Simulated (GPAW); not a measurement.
# KMgF3 (Pm-3m): G0W0 with GPAW, start to end

How does a plane-wave GW calculation on KMgF3 (Pm-3m) run from the first input to the gap?

Program: GPAW 26.7.0. Level of theory: PBE and many-body steps on it, plane waves. Results are calculated unless marked as measured.

## (1) The starting structure

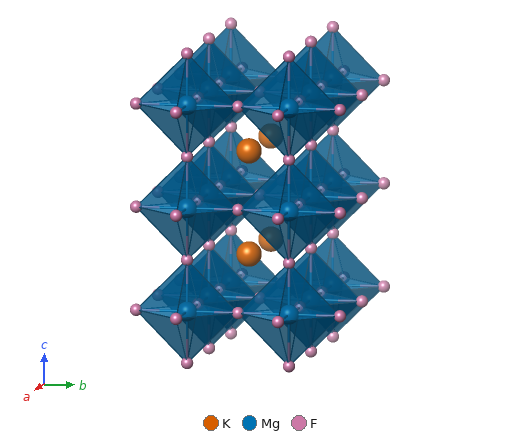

Start, viewed slightly off an axis; potassium orange, magnesium blue, fluorine pink. 2×1×2 cells are drawn. Some periodic images of atoms are drawn too.

Structure file:

```cif
data_structure
_symmetry_space_group_name_H-M 'P 1'
_symmetry_Int_Tables_number 1
_cell_length_a 3.9859
_cell_length_b 3.9859
_cell_length_c 3.9859
_cell_angle_alpha 90.000
_cell_angle_beta 90.000
_cell_angle_gamma 90.000
_cell_volume 63.33
loop_
_atom_site_label
_atom_site_type_symbol
_atom_site_fract_x
_atom_site_fract_y
_atom_site_fract_z
_atom_site_occupancy
K1 K 0.50000 0.50000 0.50000 1
Mg2 Mg 0.00000 0.00000 0.00000 1
F3 F 0.50000 0.00000 0.00000 1
F4 F 0.00000 0.50000 0.00000 1
F5 F 0.00000 0.00000 0.50000 1
```

The cell and positions come from the Crystallography Open Database and are kept as given unless a step says otherwise.

## (2) Ground state

This step: GPAW 26.7.0; DFT, PBE, plane waves, PAW.

The ground-state density comes first.

run.py

```python
import json
import numpy as np
from gpaw.mpi import world
from ase import Atoms
from gpaw import GPAW, PW, FermiDirac

atoms = Atoms(['K', 'Mg', 'F', 'F', 'F'],
    cell=[[3.9859000000, 0.0000000000, 0.0000000000],
      [0.0000000000, 3.9859000000, 0.0000000000],
      [0.0000000000, 0.0000000000, 3.9859000000]],
    scaled_positions=[[0.5000000000, 0.5000000000, 0.5000000000],
      [0.0000000000, 0.0000000000, 0.0000000000],
      [0.5000000000, 0.0000000000, 0.0000000000],
      [0.0000000000, 0.5000000000, 0.0000000000],
      [0.0000000000, 0.0000000000, 0.5000000000]],
    pbc=(True, True, True))
calc = GPAW(mode=PW(600),
    xc='PBE',
    kpts={'size': (6, 6, 6), 'gamma': True},
    occupations=FermiDirac(0.001),
    nbands=-8,
    convergence={'density': 1e-6, 'bands': -3},
    maxiter=100,
    txt='gs.txt')
atoms.calc = calc
res = {'energy': atoms.get_potential_energy()}
kpts = calc.get_ibz_k_points()
res['kpts'] = kpts
res['eigenvalues'] = [calc.get_eigenvalues(kpt=k) for k in range(len(kpts))]
res['n_electrons'] = calc.get_number_of_electrons()
calc.write('gs.gpw')

if world.rank == 0:
    with open('result.json', 'w') as f:
        json.dump(res, f, default=lambda x: x.tolist())
```

Run with:

```sh
$ mpirun -n 4 gpaw python run.py
```

Numbers of over 12 decimals in the logs are rounded to 6 here.

The log of the run:

```text
__  _  _
 | _ |_)|_||  |
 |__||  | ||/\| - 26.7.0

Input parameters:
  mode=PW(ecut=600.0),
  convergence={'density': 1e-06, 'bands': -3},
  kpts=MonkhorstPack(size=(6, 6, 6), gamma=True),
  maxiter=100,
  nbands=-8,
  occupations=Occupations(name='fermi-dirac', width=0.001, fixmagmom=False),
  xc=XC(name='PBE')
  [... matrices ...]
Diagonalizing LCAO Hamiltonian
Converting LCAO to pw mode
   .---------.
  /|         |
 * |         |
 | |         |
 | |   K     |
 F .---------.
 |F         /
 Mg---F----*

Atoms  # Å, Bohr magnetons
|   | symbol |        x |        y |        z |    initial magnetic moments |
| 0 |      K | 1.992950 | 1.992950 | 1.992950 | ( 0.0000,  0.0000,  0.0000) |
| 1 |     Mg | 0.000000 | 0.000000 | 0.000000 | ( 0.0000,  0.0000,  0.0000) |
| 2 |      F | 1.992950 | 0.000000 | 0.000000 | ( 0.0000,  0.0000,  0.0000) |
| 3 |      F | 0.000000 | 1.992950 | 0.000000 | ( 0.0000,  0.0000,  0.0000) |
| 4 |      F | 0.000000 | 0.000000 | 1.992950 | ( 0.0000,  0.0000,  0.0000) |

Unit cell  # Å
| periodic |        x |        y |        z |  lengths |    angles |
|      yes | 3.985900 | 0.000000 | 0.000000 | 3.985900 | 90.000000 |
|      yes | 0.000000 | 3.985900 | 0.000000 | 3.985900 | 90.000000 |
|      yes | 0.000000 | 0.000000 | 3.985900 | 3.985900 | 90.000000 |

Number of symmetries: 48
Symmetry operations  # r_c * U_cc + t_c -> r_c
|    | kind |            matrix            |
|  0 |  E   |  1, 0, 0,  0, 1, 0,  0, 0, 1 |
|  1 |  σ   |  1, 0, 0,  0, 1, 0,  0, 0,-1 |
|  2 |  σ   |  1, 0, 0,  0, 0, 1,  0, 1, 0 |
|  3 |  C4  |  1, 0, 0,  0, 0, 1,  0,-1, 0 |
|  4 |  C4  |  1, 0, 0,  0, 0,-1,  0, 1, 0 |
|  5 |  σ   |  1, 0, 0,  0, 0,-1,  0,-1, 0 |
|  6 |  σ   |  1, 0, 0,  0,-1, 0,  0, 0, 1 |
|  7 |  C2  |  1, 0, 0,  0,-1, 0,  0, 0,-1 |
|  8 |  σ   |  0, 1, 0,  1, 0, 0,  0, 0, 1 |
|  9 |  C2  |  0, 1, 0,  1, 0, 0,  0, 0,-1 |
| 10 |  C3  |  0, 1, 0,  0, 0, 1,  1, 0, 0 |
| 11 |  S6  |  0, 1, 0,  0, 0, 1, -1, 0, 0 |
| 12 |  S6  |  0, 1, 0,  0, 0,-1,  1, 0, 0 |
| 13 |  C3  |  0, 1, 0,  0, 0,-1, -1, 0, 0 |
| 14 |  C4  |  0, 1, 0, -1, 0, 0,  0, 0, 1 |
| 15 |  S4  |  0, 1, 0, -1, 0, 0,  0, 0,-1 |
| 16 |  C3  |  0, 0, 1,  1, 0, 0,  0, 1, 0 |
| 17 |  S6  |  0, 0, 1,  1, 0, 0,  0,-1, 0 |
| 18 |  σ   |  0, 0, 1,  0, 1, 0,  1, 0, 0 |
| 19 |  C4  |  0, 0, 1,  0, 1, 0, -1, 0, 0 |
| 20 |  C2  |  0, 0, 1,  0,-1, 0,  1, 0, 0 |
| 21 |  S4  |  0, 0, 1,  0,-1, 0, -1, 0, 0 |
| 22 |  S6  |  0, 0, 1, -1, 0, 0,  0, 1, 0 |
| 23 |  C3  |  0, 0, 1, -1, 0, 0,  0,-1, 0 |
| 24 |  S6  |  0, 0,-1,  1, 0, 0,  0, 1, 0 |
| 25 |  C3  |  0, 0,-1,  1, 0, 0,  0,-1, 0 |
| 26 |  C4  |  0, 0,-1,  0, 1, 0,  1, 0, 0 |
| 27 |  σ   |  0, 0,-1,  0, 1, 0, -1, 0, 0 |
| 28 |  S4  |  0, 0,-1,  0,-1, 0,  1, 0, 0 |
| 29 |  C2  |  0, 0,-1,  0,-1, 0, -1, 0, 0 |
| 30 |  C3  |  0, 0,-1, -1, 0, 0,  0, 1, 0 |
| 31 |  S6  |  0, 0,-1, -1, 0, 0,  0,-1, 0 |
| 32 |  C4  |  0,-1, 0,  1, 0, 0,  0, 0, 1 |
| 33 |  S4  |  0,-1, 0,  1, 0, 0,  0, 0,-1 |
| 34 |  S6  |  0,-1, 0,  0, 0, 1,  1, 0, 0 |
| 35 |  C3  |  0,-1, 0,  0, 0, 1, -1, 0, 0 |
| 36 |  C3  |  0,-1, 0,  0, 0,-1,  1, 0, 0 |
| 37 |  S6  |  0,-1, 0,  0, 0,-1, -1, 0, 0 |
| 38 |  σ   |  0,-1, 0, -1, 0, 0,  0, 0, 1 |
| 39 |  C2  |  0,-1, 0, -1, 0, 0,  0, 0,-1 |
| 40 |  σ   | -1, 0, 0,  0, 1, 0,  0, 0, 1 |
| 41 |  C2  | -1, 0, 0,  0, 1, 0,  0, 0,-1 |
| 42 |  C2  | -1, 0, 0,  0, 0, 1,  0, 1, 0 |
| 43 |  S4  | -1, 0, 0,  0, 0, 1,  0,-1, 0 |
| 44 |  S4  | -1, 0, 0,  0, 0,-1,  0, 1, 0 |
| 45 |  C2  | -1, 0, 0,  0, 0,-1,  0,-1, 0 |
| 46 |  C2  | -1, 0, 0,  0,-1, 0,  0, 0, 1 |
| 47 |  i   | -1, 0, 0,  0,-1, 0,  0, 0,-1 |

BZ-sampling:
  Number of BZ points: 216
  Number of IBZ points: 20

  Monkhorst-Pack size: [6, 6, 6]
  Monkhorst-Pack shift: [0.083333, 0.083333, 0.083333]

K-points  # in reciprocal-cell coordinates
|     |                                coordinates |     weight |
|   0 | (  0.00000000,   0.00000000,   0.00000000) | 0.00462963 |
|   1 | (  0.16666667,   0.00000000,   0.00000000) | 0.02777778 |
|   2 | (  0.16666667,   0.16666667,   0.00000000) | 0.05555556 |
|   3 | (  0.16666667,   0.16666667,   0.16666667) | 0.03703704 |
|   4 | (  0.33333333,   0.00000000,   0.00000000) | 0.02777778 |
|   5 | (  0.33333333,   0.16666667,   0.00000000) | 0.11111111 |
|   6 | (  0.33333333,   0.16666667,   0.16666667) | 0.11111111 |
|   7 | (  0.33333333,   0.33333333,   0.00000000) | 0.05555556 |
|   8 | (  0.33333333,   0.33333333,   0.16666667) | 0.11111111 |
|   9 | (  0.33333333,   0.33333333,   0.33333333) | 0.03703704 |
| ... |                                            |            |
|  19 | (  0.50000000,   0.50000000,   0.50000000) | 0.00462963 |

Plane wave coefficients: 2176
Cutoff: 600.0 eV

Spin-components: 1 (collinear spins)
Bands:           28
Projectors:      25
Spin-degeneracy: 2
Datatype:        complex128

  Storage: CPU
  Wave functions: 18_842_880 bytes (4_710_720 per core)
  Projectors: 19_515_840 bytes (4_878_960 per core)
  [... matrices ...]
Parallelization:
  kpt:    4
  domain: 1
  band:   1

Density:
  Valence electrons: 40.0
  Components: 1
  Grid points: [24 24 24]
  Charge: 0.0  # |e|

Potential:
  Grid points: [24 24 24]

species:
  K:
    name:    Potassium
    Z:       19.0
    valence: 9
    core:    10
    charge:  0.0  # [|e|]
    compensation charges:
      type: gauss
      rc: 0.35  # [Å]
      lmax: 2
    cutoffs:
      filter: 1.91  # [Å]
      core: 1.27  # [Å]
    projectors
    | kind |    occ | energy [eV] | rcut [Å] |
    |   3s |  2.000 |     -35.338 |    1.122 |
    |   4s |  1.000 |      -2.319 |    1.122 |
    |   3p |  6.000 |     -18.813 |    1.106 |
    |    p |        |       8.398 |    1.106 |
    |    d |        |       0.000 |    0.937 |

    Using partial waves for K as LCAO basis

  Mg:
    name:    Magnesium
    Z:       12.0
    valence: 10
    core:    2
    charge:  0.0  # [|e|]
    compensation charges:
      type: gauss
      rc: 0.33  # [Å]
      lmax: 2
    cutoffs:
      filter: 1.86  # [Å]
      core: 0.54  # [Å]
    projectors
    | kind |    occ | energy [eV] | rcut [Å] |
    |   2s |  2.000 |     -79.840 |    1.090 |
    |   3s |  2.000 |      -4.705 |    1.090 |
    |   2p |  6.000 |     -46.613 |    1.085 |
    |   3p |  0.000 |      -1.330 |    1.085 |
    |    d |        |       0.000 |    1.037 |

    Using partial waves for Mg as LCAO basis

  F:
    name:    Fluorine
    Z:       9.0
    valence: 7
    core:    2
    charge:  0.0  # [|e|]
    compensation charges:
      type: gauss
      rc: 0.20  # [Å]
      lmax: 2
    cutoffs:
      filter: 1.14  # [Å]
      core: 0.74  # [Å]
    projectors
    | kind |    occ | energy [eV] | rcut [Å] |
    |   2s |  2.000 |     -29.898 |    0.635 |
    |   2p |  5.000 |     -11.110 |    0.635 |
    |    s |        |      -2.687 |    0.635 |
    |    p |        |      16.102 |    0.635 |
    |    d |        |       0.000 |    0.635 |

    Using partial waves for F as LCAO basis

Reference energy: -29974.140463  # eV

eigensolver:
  PPCG
  Converge bands: -3
  niter=2

density mixing:
  MSR1-Mixer
  Pratt-step length: 0.05
  Maximum mixing coefficient: 0.75
  Old densities: 10
  SVD Regularization: 0.005
  Good broyden scale: 1.0
  Trust region scale: 1.0
  Backstep threshold: 4.0
  History deletion threshold: 6.0
  Fourier metric: weight=20.0, sigma=0.015

occupation numbers:
  Fermi-Dirac:
    width: 0.0010  # eV

poisson solver:
  ecut: 4800.0  # eV

xc functional:
  name: PBE with 2 nearest neighbor stencil

Initialization done in: 1.210 s

convergence criteria:
- Maximum integral of absolute [dens]ity change: 1e-06 electrons / valence electron
- Maximum [total energy] change in last 3 cyles: 0.0005 eV / valence electron
- Maximum integral of absolute [eigenst]ate change: 4e-08 eV^2 / valence electron
maximum number of iterations: 100

SCF iterations
|iter     |     time |      energy | eigst |  dens |
|iter:   1|  |  -25.746694 | +0.74 |       |
|iter:   2|  |  -25.400681 | +0.22 | -1.18 |
|iter:   3|  |  -24.399308 | -0.07 | -1.22 |
|iter:   4|  |  -24.421042 | -1.47 | -1.66 |
|iter:   5|  |  -24.435748 | -1.74 | -1.93 |
|iter:   6|  |  -24.435961c| -3.24 | -2.95 |
|iter:   7|  |  -24.435999c| -3.45 | -3.43 |
|iter:   8|  |  -24.436002c| -3.06 | -4.00 |
|iter:   9|  |  -24.436002c| -2.93 | -5.01 |
|iter:  10|  |  -24.436002c| -2.83 | -5.46 |
|iter:  11|  |  -24.436002c| -3.26 | -6.59c|
|iter:  12|  |  -24.436002c| -4.33 | -7.24c|
|iter:  13|  |  -24.436002c| -5.08 | -7.68c|
|iter:  14|  |  -24.436002c| -3.59 | -8.08c|
|iter:  15|  |  -24.436002c| -4.49 | -8.68c|
|iter:  16|  |  -24.436002c| -5.12 | -8.94c|
|iter:  17|  |  -24.436002c| -5.97 | -9.33c|
|iter:  18|  |  -24.436002c| -6.49 | -9.41c|
|iter:  19|  |  -24.436002c| -7.07 | -9.75c|
|iter:  20|  |  -24.436002c| -7.74c| -9.94c|

Converged in 20 steps
SCF loop duration: 7.542 s (0.377 s/step)
Energy contributions relative to reference atoms: (reference = -29974.140463)
  [... matrices ...]
Energy contributions:
  Kinetic:          28.195831
  Coulomb:         -25.318191
  Zero:             -0.065139
  External:          0.000000
  Xc:              -27.248504
  Entropy:          -0.000000
  Spinorbit:         0.000000
  ----------------------------
  Free energy:     -24.436002
  Extrapolated:    -24.436002

dipole moment: (-29.471563, -29.471563, -29.471563)  # |e|*Ang

Fermi level: 2.932
Eigenvalues  # (at kpt = [0.000, 0.000, 0.000])
| band index |      eig [eV] | occ [0-2] |
|          0 |       -70.316 |     2.000 |
|        ... |               |           |
|         12 |        -1.845 |     2.000 |
|         13 |        -1.845 |     2.000 |
|         14 |        -0.064 |     2.000 |
|         15 |        -0.064 |     2.000 |
|         16 |        -0.064 |     2.000 |
|         17 |         0.242 |     2.000 |
|         18 |         0.242 |     2.000 |
|         19 |         0.242 |     2.000 |
|         20 |         7.888 |     0.000 |
|         21 |        10.635 |     0.000 |
|         22 |        10.635 |     0.000 |
|         23 |        12.738 |     0.000 |
|         24 |        12.738 |     0.000 |
|         25 |        12.738 |     0.000 |
|         26 |        14.666 |     0.000 |
|         27 |        17.496 |     0.000 |

Gap: 7.326 eV
Transition (v -> c):
  (s=0, k=19, n=19, [0.50, 0.50, 0.50]) -> (s=0, k=0, n=20, [0.00, 0.00, 0.00])
Direct/indirect transitions are different
Direct gap: 7.646 eV
Transition at: (s=0, k=0, n=19, [0.00, 0.00, 0.00])
# Writing to gs.gpw (mode='')
  [... matrices ...]
```

Wall time 10 s (4 MPI ranks of Arm Neoverse V2, shared host); peak memory 0.71 GiB.

This step gave:

```yaml
total_energy: -24.44 eV
gap: 7.326 eV
k_of_the_valence_top: 0.5, 0.5, 0.5
k_of_the_conduction_bottom: 0, 0, 0
least_direct_gap: 7.646 eV
```

The gap is indirect, with the least direct gap 0.32 eV higher.

## (3) Bands along the symmetry lines

Levels along a band path, at the cheap level, show where the edges lie and whether the meshes to come will hold them.

run.py

```python
import json
import numpy as np
from gpaw.mpi import world
from gpaw import GPAW

path = [[0.000000, 0.000000, 0.000000],
    [0.000000, 0.062500, 0.000000],
    [0.000000, 0.125000, 0.000000],
    [0.000000, 0.187500, 0.000000],
    [0.000000, 0.250000, 0.000000],
    [0.000000, 0.312500, 0.000000],
    [0.000000, 0.375000, 0.000000],
    [0.000000, 0.437500, 0.000000],
    [0.000000, 0.500000, 0.000000],
    [0.062500, 0.500000, 0.000000],
    [0.125000, 0.500000, 0.000000],
    [0.187500, 0.500000, 0.000000],
    [0.250000, 0.500000, 0.000000],
    [0.312500, 0.500000, 0.000000],
    [0.375000, 0.500000, 0.000000],
    [0.437500, 0.500000, 0.000000],
    [0.500000, 0.500000, 0.000000],
    [0.437500, 0.437500, 0.000000],
    [0.375000, 0.375000, 0.000000],
    [0.312500, 0.312500, 0.000000],
    [0.250000, 0.250000, 0.000000],
    [0.187500, 0.187500, 0.000000],
    [0.125000, 0.125000, 0.000000],
    [0.062500, 0.062500, 0.000000],
    [0.000000, 0.000000, 0.000000],
    [0.062500, 0.062500, 0.062500],
    [0.125000, 0.125000, 0.125000],
    [0.187500, 0.187500, 0.187500],
    [0.250000, 0.250000, 0.250000],
    [0.312500, 0.312500, 0.312500],
    [0.375000, 0.375000, 0.375000],
    [0.437500, 0.437500, 0.437500],
    [0.500000, 0.500000, 0.500000],
    [0.437500, 0.500000, 0.437500],
    [0.375000, 0.500000, 0.375000],
    [0.312500, 0.500000, 0.312500],
    [0.250000, 0.500000, 0.250000],
    [0.187500, 0.500000, 0.187500],
    [0.125000, 0.500000, 0.125000],
    [0.062500, 0.500000, 0.062500],
    [0.000000, 0.500000, 0.000000],
    [0.500000, 0.500000, 0.500000],
    [0.500000, 0.500000, 0.437500],
    [0.500000, 0.500000, 0.375000],
    [0.500000, 0.500000, 0.312500],
    [0.500000, 0.500000, 0.250000],
    [0.500000, 0.500000, 0.187500],
    [0.500000, 0.500000, 0.125000],
    [0.500000, 0.500000, 0.062500],
    [0.500000, 0.500000, 0.000000]]
calc = GPAW('gs.gpw').fixed_density(kpts=path,
    symmetry='off',
    nbands=30,
    convergence={'bands': 26},
    txt='bands.txt')
res = {}
kpts = calc.get_ibz_k_points()
res['kpts'] = kpts
res['eigenvalues'] = [calc.get_eigenvalues(kpt=k) for k in range(len(kpts))]
res['n_electrons'] = calc.get_number_of_electrons()

if world.rank == 0:
    with open('result.json', 'w') as f:
        json.dump(res, f, default=lambda x: x.tolist())
```

Run with:

```sh
$ mpirun -n 4 gpaw python run.py
```

The log of the run:

```text
Diagonalizing LCAO Hamiltonian
Converting LCAO to pw mode
convergence criteria:
- Maximum integral of absolute [eigenst]ate change: 4e-08 eV^2 / valence electron
maximum number of iterations: 100

SCF iterations
|iter     |     time |      energy | eigst |  dens |
|iter:   1|  |             | +1.63 |       |
|iter:   2|  |             | +0.85 |       |
|iter:   3|  |             | +0.19 |       |
[...]
|iter:  13|  |             | -6.40 |       |
|iter:  14|  |             | -7.04 |       |
|iter:  15|  |             | -7.66c|       |
SCF steps: 15
  __  _  _
 | _ |_)|_||  |
 |__||  | ||/\| - 26.7.0

Input parameters:
  mode=PW(ecut=600.0),
  convergence={'bands': 26},
  gpts=array([24, 24, 24]),
  kpts=KPoints(kpts=array([[0.    , 0.    , 0.    ],
         [0.    , 0.0625, 0.    ],
         [0.    , 0.125 , 0.    ],
         [0.    , 0.1875, 0.    ],
         [0.    , 0.25  , 0.    ],
         [0.    , 0.3125, 0.    ],
         [0.    , 0.375 , 0.    ],
         [0.    , 0.4375, 0.    ],
[...]
[0.0625, 0.5   , 0.    ],
[...]
[0.1875, 0.5   , 0.    ],
[...]
[0.3125, 0.5   , 0.    ],
[...]
[0.4375, 0.5   , 0.    ],
[...]
[0.4375, 0.4375, 0.    ],
[...]
[0.3125, 0.3125, 0.    ],
[...]
[0.1875, 0.1875, 0.    ],
[...]
[0.0625, 0.0625, 0.    ],
[...]
[0.0625, 0.0625, 0.0625],
[...]
[0.1875, 0.1875, 0.1875],
[...]
[0.3125, 0.3125, 0.3125],
[...]
[0.4375, 0.4375, 0.4375],
[...]
[0.4375, 0.5   , 0.4375],
[...]
[0.3125, 0.5   , 0.3125],
[...]
[0.1875, 0.5   , 0.1875],
[...]
[0.0625, 0.5   , 0.0625],
[...]
[0.5   , 0.5   , 0.4375],
[...]
[0.5   , 0.5   , 0.3125],
         [0.5   , 0.5   , 0.25  ],
         [0.5   , 0.5   , 0.1875],
         [0.5   , 0.5   , 0.125 ],
         [0.5   , 0.5   , 0.0625],
         [0.5   , 0.5   , 0.    ]])),
  maxiter=100,
  nbands=30,
  occupations=Occupations(name='fermi-dirac', width=0.001, fixmagmom=False),
  parallel={},
  symmetry=Symmetry(point_group=False, time_reversal=False),
  xc=XC(name='PBE')
  [... matrices ...]
timing:  # [seconds]
  Total: 0.021  # ━━━━━━━━━━━━━━━━━━━━━━━━━━━━━━━━━━━━━━━━━━━━━━━━━━━━━━━━━━━
```

Run time: 16 s. Hardware: 4 MPI ranks; peak memory 0.8 GiB.

Numbers from this step:

| Quantity | Value |
| --- | --- |
| gap | 7.326 eV |
| k of the valence top | 0.5, 0.5, 0.5 |
| k of the conduction bottom | 0, 0, 0 |
| least direct gap | 7.646 eV |

The gap is 7.326 eV, as in the run before at this level.

Electronic bands along the path, in eV, zero at the top of the highest filled band:

| point | band 17 | band 18 | band 19 | band 20 | band 21 | band 22 | band 23 | band 24 |
| --- | --- | --- | --- | --- | --- | --- | --- | --- |
| Γ | -0.63 | -0.32 | -0.32 | -0.32 | 7.33 | 10.07 | 10.07 | 12.18 |
| X | -0.86 | -0.86 | -0.53 | -0.53 | 10.13 | 10.47 | 11.10 | 12.74 |
| M | -1.04 | -0.90 | -0.90 | -0.02 | 10.92 | 11.68 | 12.63 | 12.63 |
| Γ | -0.63 | -0.32 | -0.32 | -0.32 | 7.33 | 10.07 | 10.07 | 12.18 |
| R | -1.11 | 0.00 | 0.00 | 0.00 | 10.44 | 10.44 | 10.44 | 13.90 |
| X | -0.86 | -0.86 | -0.53 | -0.53 | 10.13 | 10.47 | 11.10 | 12.74 |
| jump to R | -1.11 | 0.00 | 0.00 | 0.00 | 10.44 | 10.44 | 10.44 | 13.90 |
| M | -1.04 | -0.90 | -0.90 | -0.02 | 10.92 | 11.68 | 12.63 | 12.63 |

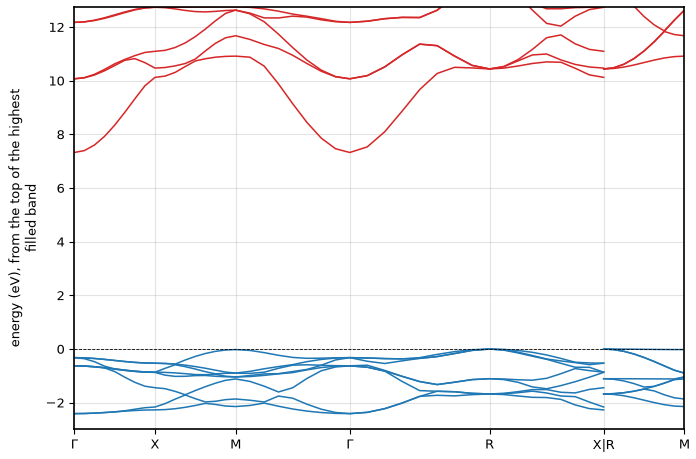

Electronic bands along the path; lines of filled and empty bands in two colours.

## (4) Empty states on the mesh, 4×4×4 mesh, 112 bands

The sums over transitions need many empty states on a uniform mesh; this step solves for them.

run.py

```python
import json
import numpy as np
from gpaw.mpi import world
from gpaw import GPAW

calc = GPAW('gs.gpw').fixed_density(kpts={'size': (4, 4, 4), 'gamma': True},
    nbands=130,
    convergence={'bands': 112},
    txt='nscf.txt')
calc.write('full.gpw', mode='all')
res = {}
kpts = calc.get_ibz_k_points()
res['kpts'] = kpts
res['eigenvalues'] = [calc.get_eigenvalues(kpt=k) for k in range(len(kpts))]
res['n_electrons'] = calc.get_number_of_electrons()

if world.rank == 0:
    with open('result.json', 'w') as f:
        json.dump(res, f, default=lambda x: x.tolist())
```

Run with:

```sh
$ mpirun -n 4 gpaw python run.py
```

The log of the run:

```text
Diagonalizing LCAO Hamiltonian
Converting LCAO to pw mode
convergence criteria:
- Maximum integral of absolute [eigenst]ate change: 4e-08 eV^2 / valence electron
maximum number of iterations: 100

SCF iterations
|iter     |     time |      energy | eigst |  dens |
|iter:   1|  |             | +4.09 |       |
|iter:   2|  |             | +2.83 |       |
|iter:   3|  |             | +1.72 |       |
[...]
|iter:  11|  |             | -6.42 |       |
|iter:  12|  |             | -7.16 |       |
|iter:  13|  |             | -7.88c|       |
SCF steps: 13
  __  _  _
 | _ |_)|_||  |
 |__||  | ||/\| - 26.7.0

Input parameters:
  mode=PW(ecut=600.0),
  convergence={'bands': 112},
  gpts=array([24, 24, 24]),
  kpts=MonkhorstPack(size=(4, 4, 4), gamma=True),
  maxiter=100,
  nbands=130,
  occupations=Occupations(name='fermi-dirac', width=0.001, fixmagmom=False),
  parallel={},
  xc=XC(name='PBE')
# Writing to full.gpw (mode='all')
  [... matrices ...]

timing:  # [seconds]
  Total: 0.052  # ━━━━━━━━━━━━━━━━━━━━━━━━━━━━━━━━━━━━━━━━━━━━━━━━━━━━━━━━━━━
```

Wall time 19 s (4 MPI ranks); peak memory 0.73 GiB; 74 s of CPU time.

This step gave:

| Quantity | Value |
| --- | --- |
| gap | 7.326 eV |
| k of the valence top | 0.5, 0.5, 0.5 |
| k of the conduction bottom | 0, 0, 0 |
| least direct gap | 7.646 eV |
| k points computed | 10 |
| lowest point of the top converged band, above the valence top | 69.9632 eV |

On this mesh the gap is 7.326 eV.

[end of part 1 of 2]

[Paths, hosts, dates, memory and timing lines, banners, echoed tables and standing remarks are left out of the program output.]

[Logs are printed without paths, hosts, clocks, repeated set-up lines and the standing remarks that a program may print on its own settings, such as how far it seeks lower states.]

[Runs of the session that timed out or met a known fault of the program may be left out.]

[Hosts, paths, dates, database ids (printed as entryN), source tags and the programs' standing remarks are cut or masked in the printed files.]
